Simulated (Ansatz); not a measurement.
## Fields on a plane of AlP (zinc blende)

```
AlP
1.0
    0.00000     2.75388     2.75388
    2.75388     0.00000     2.75388
    2.75388     2.75388     0.00000
P Al
1 1
Direct
  0.25000   0.25000   0.25000
  0.00000   0.00000   0.00000
```

The slice is a {100} plane (indices of the conventional cell) through the point (0.000, 0.000, 0.000) (fractional), spanned by u = [100] and v = [0 1 -1] in vectors of this cell: u (3.89 Å) and v (3.89 Å, at 90° to u). It covers one period; positions are fractions (u, v).

Atoms on it: Al at (0.00, 0.00).

These are PBE (plane waves to 420 eV, PAW, scalar-relativistic; Ansatz, a program for electronic structure) values and carry that method's errors. k mesh 10×10×10. Near the nuclei the fields are pseudised (PAW); where an atom keeps semicore shells as valence, they peak there. AlP was relaxed with its symmetry unable to fall.

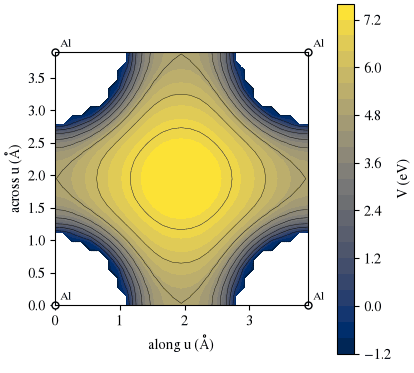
Fig. 1. Electrostatic potential energy of an electron, from the cell's mean, in eV, one period of the plane, atoms marked. Points within 1 Å of a nucleus are left white, as the pseudised field means little there. Values under -1 eV are set to -1. The zero, the cell's mean, hangs on the PAW cores.

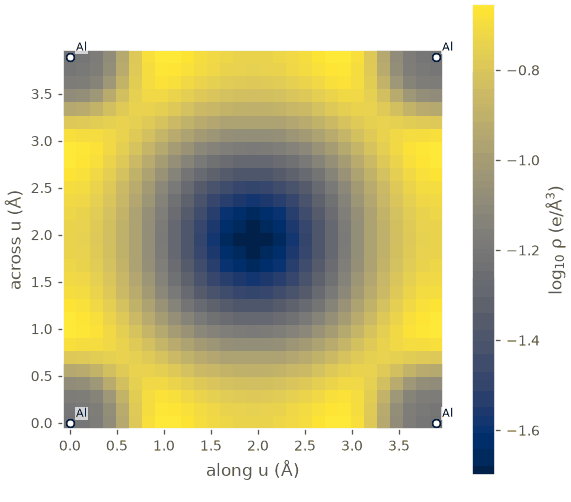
*Log₁₀ of the valence density in e/Å³, one period of the plane, atoms marked. The scale is logarithmic, as a density can span decades between atoms and voids.*
